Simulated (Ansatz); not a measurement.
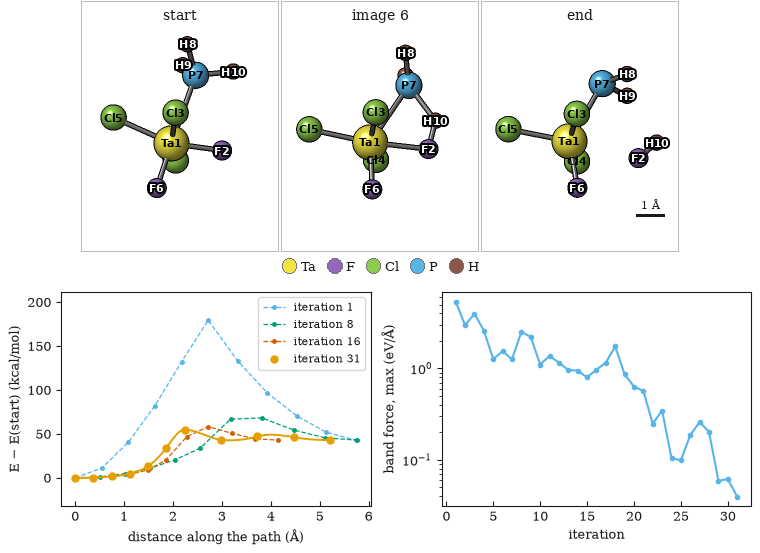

NEB run on TaPH₃Cl₃F₂. Images are numbered from 0 (start) to 10 (end). The plot follows the band through its iterations. Style: ball-and-stick. Shown from a free direction.

These are results of RHF/def2-SVP (Ansatz 0.2.0), not measurements. Set-up: 9 movable images; climbing image; force threshold 0.05 eV/Å; iteration limit 60; starting path through a guess of the saddle point.

> How did the profile develop, and is the result final?

The run is converged, with reservations. The band converged in 31 iterations. The largest component of the band force went from 5.4 to 0.04 eV/Å. The climbing image converged on the top of the path. Its vibrational analysis gives one imaginary mode (1553i cm⁻¹), as a transition state must have. The first iteration put the highest image at 179.5 kcal/mol. Forward barrier 54.9 kcal/mol, backward barrier 11.9 kcal/mol, with image 6 at the top; the reaction energy is +43.0 kcal/mol. The profile has 2 maxima (images 6, 8) with a dip at image 7 (+43.4 kcal/mol), so the process runs in steps.

Limits of the set-up: Hartree-Fock leaves out electron correlation.
